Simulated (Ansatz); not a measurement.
```xyz
6

B    -0.0741   -0.0793   -0.2898
Cl   -0.0367   -0.2713    1.4723
O     1.0083   -0.3353   -1.0394
H     1.7708   -0.6233   -0.5170
H    -1.0790    0.2836   -0.8133
H     0.1222    0.0736    4.9173
```

These are results of Ansatz, UKS PBE0-D4/6-31G*, not measurements.

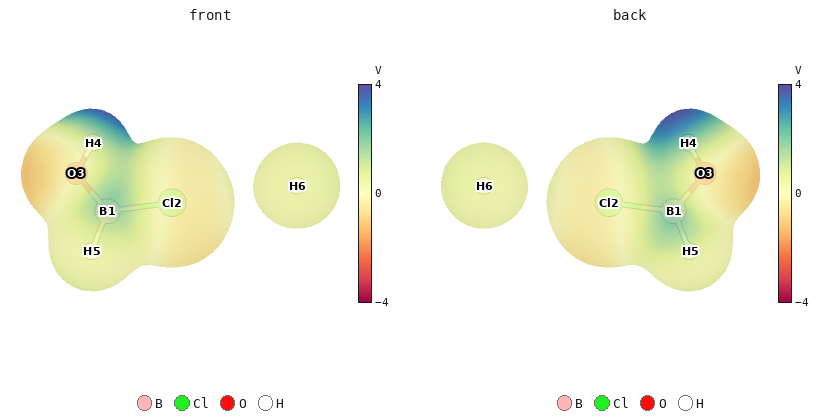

BClH₂O···H (doublet). The molecular electrostatic potential painted on the density surface at 0.004 e/bohr³, seen from the front and from behind; the colour scale runs from red (negative) to blue (positive).

> Where is the surface potential most negative and most positive?

The most negative region (about −1.1 V) lies over O3, the most positive (about +3.8 V) over H4. O3 is the likeliest acceptor of a hydrogen bond.
